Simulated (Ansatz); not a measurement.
C$_{2}$H$_{10}$OSi$_{2}$ (SMILES C[SiH2]O[SiH2]C)

Input file:

```
crystal:
  periodic: [false, false, false]
  atoms:
    - {symbol: C, position_ang: [0.665311, 1.621027, 0.783660]}
    - {symbol: C, position_ang: [-2.734683, -2.187965, -0.381563]}
    - {symbol: O, position_ang: [-1.980403, 0.564320, 0.189895]}
    - {symbol: Si, position_ang: [-0.975599, 0.996056, 1.441045]}
    - {symbol: Si, position_ang: [-2.304438, -0.490761, -1.052388]}
    - {symbol: H, position_ang: [1.184700, 0.838487, 0.207363]}
    - {symbol: H, position_ang: [1.324496, 1.928464, 1.612416]}
    - {symbol: H, position_ang: [0.516903, 2.490275, 0.123146]}
    - {symbol: H, position_ang: [-0.748898, -0.185382, 2.329601]}
    - {symbol: H, position_ang: [-1.660637, 2.060554, 2.226412]}
    - {symbol: H, position_ang: [-3.445332, 0.064559, -1.832876]}
    - {symbol: H, position_ang: [-1.111395, -0.587669, -1.948941]}
    - {symbol: H, position_ang: [-3.610797, -2.135248, 0.284440]}
    - {symbol: H, position_ang: [-1.894433, -2.611608, 0.191817]}
    - {symbol: H, position_ang: [-2.970675, -2.882925, -1.204493]}
basis:
  gaussian: {orbitals: def2-SVPD}
hamiltonian: {xc: pbe0}
output: {forces: true, orbitals: {seedname: orbitals}}
```

Run with:

```sh
ansatz run input.yaml --threads 2 --pin off --max-ram 4350MiB --events-out events.jsonl --progress --plain --runs-dir runs
```

Geometry: B3LYP-D3(BJ)/def2-SVP.

The calculation used Ansatz, isolated molecule in a Gaussian basis; Kohn-Sham density functional theory, functional PBE0.

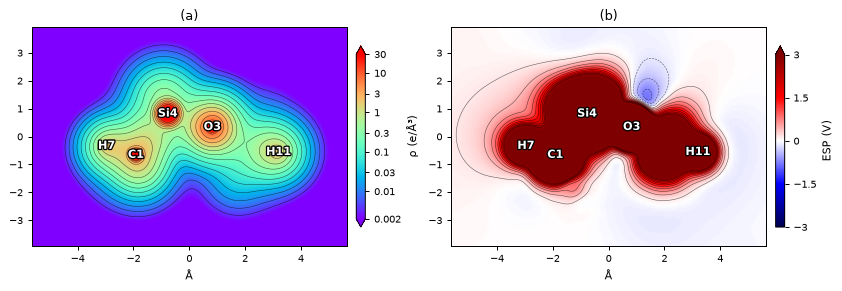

Figure 1. (a) electron density; (b) molecular electrostatic potential on the plane of atoms C1, Si4 and O3.

### What do the fields say about this system?

The section cuts through C, O, Si and H sites. Si–O (1.66 Å): ρ at the midpoint is about 1 e/Å³. C–Si (1.87 Å): ρ is about 0.97 e/Å³ halfway. C–H (1.10 Å): ρ is about 1.8 e/Å³ halfway. Outside the dense part of the molecule the potential is most negative (−0.8 V) near O3.

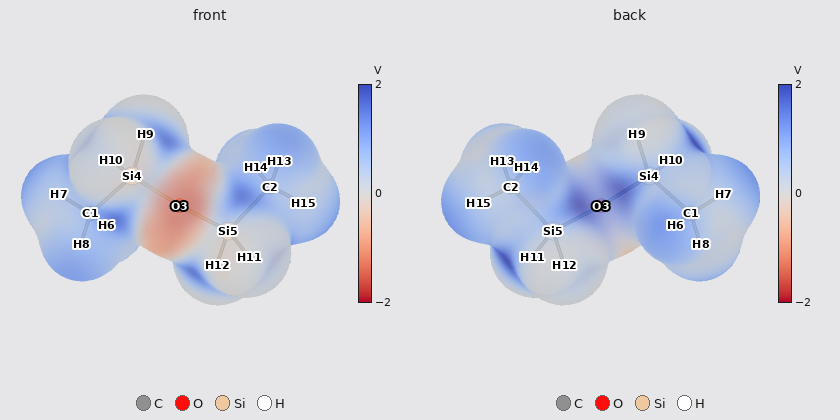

Figure 2. The electrostatic potential painted on the density surface at 0.004 e/bohr³, seen from the front and from behind; the colour scale runs from red (negative) to blue (positive).

### Describe the electrostatic potential map.

The most negative region (about −1.1 V) lies over O3, the most positive (about +1.9 V) over Si4 and Si5. O3 is the likeliest acceptor of a hydrogen bond.

### What dipole moment does the calculation give?

Its dipole moment is 0.92 D.

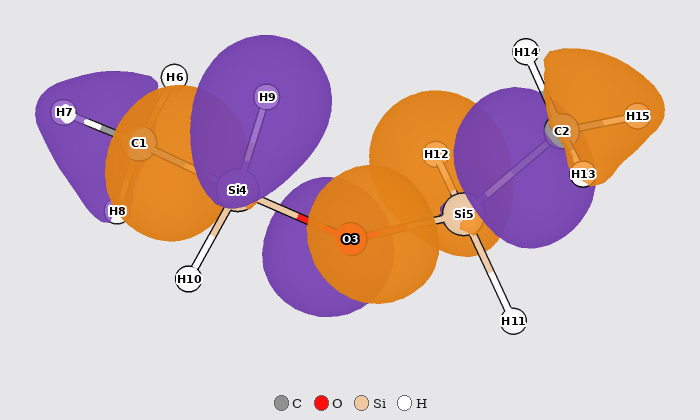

Figure 3. The HOMO at ±0.1 Å⁻³ᐟ² (orange and purple are the two phases), seen from one side.

### What is the character of this orbital?

By Hirshfeld shares it lies mainly on O3 (about 30 %), C1 (about 15 %), C2 (about 15 %), Si4 (about 10 %), Si5 (about 10 %), H9 (about 5 %) and H12 (about 5 %). Its energy is −8.25 eV.
